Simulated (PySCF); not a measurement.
## A study: H$_{5}$Si$_{2}$, doublet, SMILES `[SiH2][SiH3]`

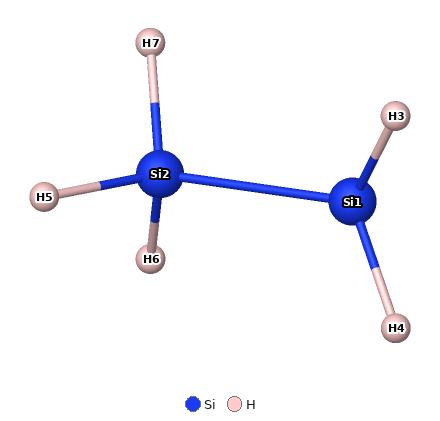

The molecule, with its atoms numbered as below. No frequency check shows the geometry to be a minimum.

Cartesian coordinates (Å):

```
Si1     -1.1731    0.0002    0.0666
Si2      1.0958    0.0003   -0.0153
H3      -1.9390    1.1639   -0.3846
H4      -1.9382   -1.1671   -0.3782
H5       1.7639   -0.0078   -1.3276
H6       1.5979   -1.1852    0.6895
H7       1.5971    1.1903    0.6830
```

Part 1: Electrostatic potential

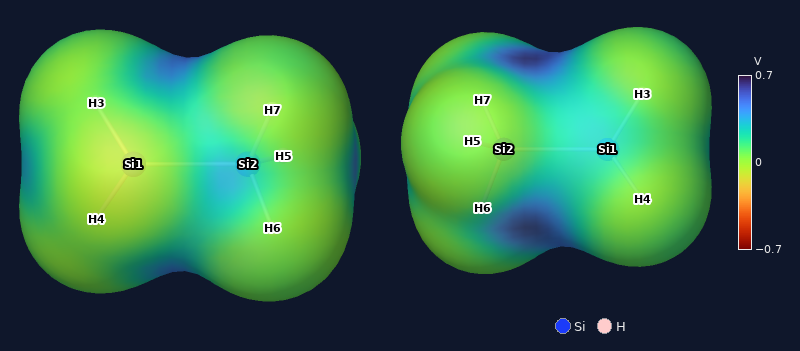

Electrostatic potential on the surface of electron density 0.001 a.u. (back view left, front view right).

Computed with PySCF, PBE0/def2-SVPD, geometry: GFN2-xTB. The stability of the open-shell solution wasn't checked. GFN2-xTB doesn't know the spin state, so this open-shell geometry is rough.

> Where are the extremes of the potential on the surface?

Highest: 0.62 V, off the Si2–H7 bond (2.1 to 2.2 Å from its atoms), and at like points elsewhere. Further maxima include 0.45 V, near H7 (2.06 Å), H6 (2.07 Å), Si2 (2.15 Å) and H5 (2.17 Å); 0.36 V, near H7 (2.04 Å), H6 (2.04 Å) and Si2 (2.20 Å). Lowest: −0.09 V, 2.5 Å from Si1. Further minima include 0.01 V, 1.6 Å from H6, and at like points elsewhere; 0.01 V, 1.6 Å from H4, and at like points elsewhere. The surface is sampled at points, so like sites can differ by a few per cent and only the strongest of them is named.

Part 2: Spin density

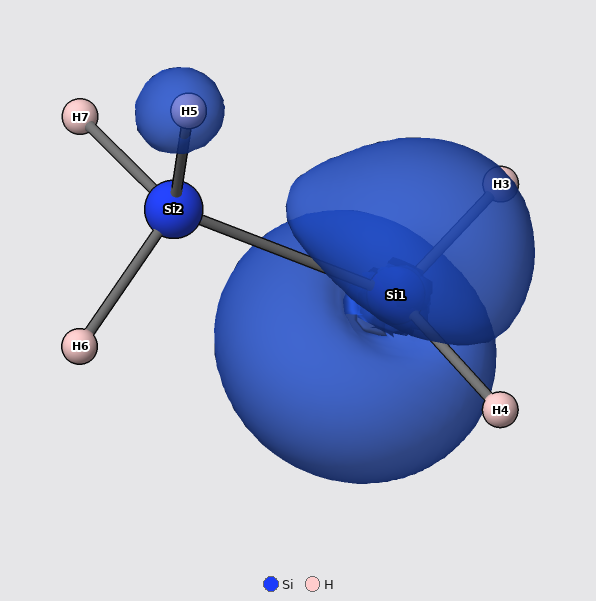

Spin density ρα − ρβ at ±0.03 e/Å³ (blue: excess α, red: excess β).

> How is the spin shared among the atoms?

Hirshfeld spin populations: Si1 +0.81 and Si2 +0.09. ⟨S²⟩ = 0.75, as for a pure state.

Part 3: In an electric field

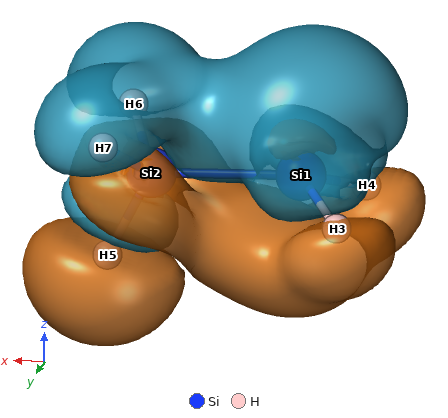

Change of the electron density in a uniform field of 0.21 V/Å, surfaces at ±0.0006 e/Å³ (light blue: gain, orange: loss).

Method: HF/6-311+G**; geometry: GFN2-xTB; program: PySCF. The basis has diffuse s and p functions alone, which still leaves polarisabilities too small, most of all across bonds. The stability of the open-shell solution wasn't checked. GFN2-xTB doesn't know the spin state, so this open-shell geometry is rough.

The field was applied in both directions; the picture shows the one opposite to the script's first.

> Along which Cartesian direction does the field point?

Along −z: electrons gather on the +z side, against the field.

> How large is the response?

The induced dipole is 0.47 D (along the field); α along this axis, from the fields in both directions, is 46 bohr³ (6.8 Å³).

Part 4: Removing or adding an electron

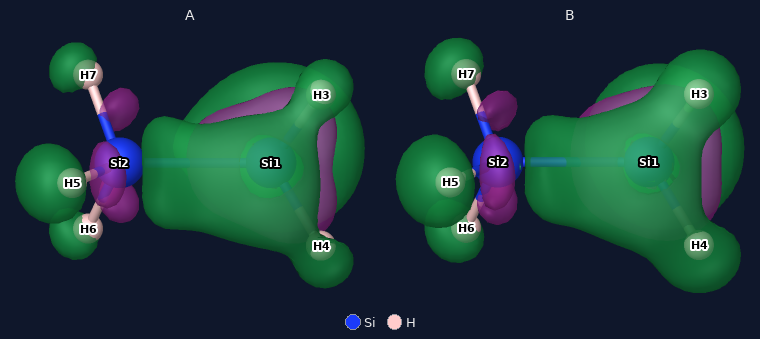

The two Fukui functions at ±0.02 e/Å³ (green positive, purple negative).

Level of theory: CAM-B3LYP/def2-SVPD (PySCF), at a geometry from GFN2-xTB. GFN2-xTB doesn't know the spin state, so this open-shell geometry is rough.

> Why do the two look alike?

The electron leaves from or enters the same singly occupied orbital. A is f⁺, B is f⁻. f⁻ (Hirshfeld-condensed) is largest on Si1 (0.54); the vertical ionisation energy is 8.23 eV (to the singlet cation, which needn't be its lowest state). f⁺ (Hirshfeld-condensed) is largest on Si1 (0.52); the vertical electron affinity is 0.87 eV (to the singlet anion, which needn't be its lowest state).
